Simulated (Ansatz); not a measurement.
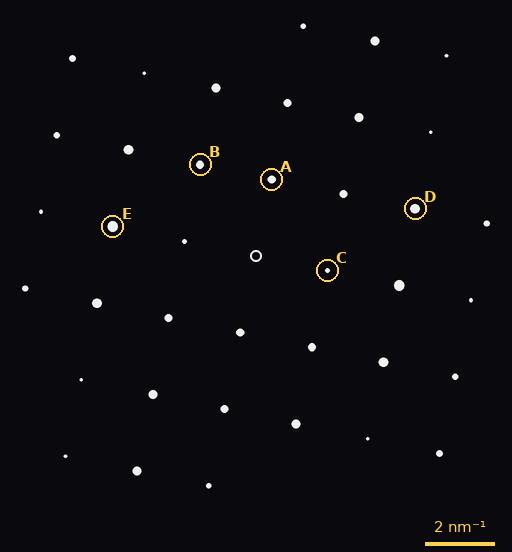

Simulated selected-area electron diffraction pattern (200 kV, kinematic approximation, thin crystal, B = 0.8 Å² for all atoms). The zone axis points towards the electron source and the pattern is seen from the source side.

Crystal: Sb2C3, space group Fmmm (No. 69), a = 7.654 Å, b = 8.780 Å, c = 9.387 Å. Structure: the end point of a relaxation with DFT PBE, scalar-relativistic, plane waves, PAW (Ansatz); the starting structure was generated, so it need not be a known form of this composition.

Spot A is indexed 0 -2 0 and spot B 0 -2 -2.

Give hkl for C, D, E.

Answer. C = A − B = 0 0 2 (d = 4.694 Å). D = 3A − 2B = 0 -2 4 (d = 2.070 Å). E = −2A + 2B = 0 0 -4 (d = 2.347 Å).

Give [uvw].

Answer. The cross product of A and B is parallel to [100]; every spot obeys hu + kv + lw = 0.
